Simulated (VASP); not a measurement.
Band structure of HfZr3 (space group P6_3/mmc). These are PBEsol GGA, VASP's PBE PAW potentials (set 64) (plane waves; VASP) values and carry that method's errors.

Unless said otherwise, spin-orbit coupling is left out, though it shifts the bands of the heavy elements here.

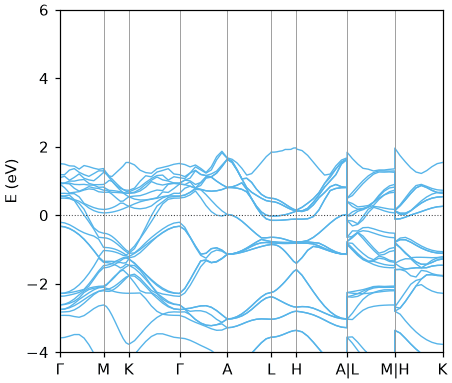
Bands along high-symmetry lines, zero at the valence-band maximum or, without a gap, the Fermi level

### Question
Read the plot: is there a gap, and where are the band edges?

### Answer
It has no gap at this level: it comes out as a metal or semimetal. (Edges off the drawn lines would not show.)

The structure comes from a computed database's HfZr3 entry (P6_3/mmc); how it stands against other phases isn't given here. It was relaxed first.
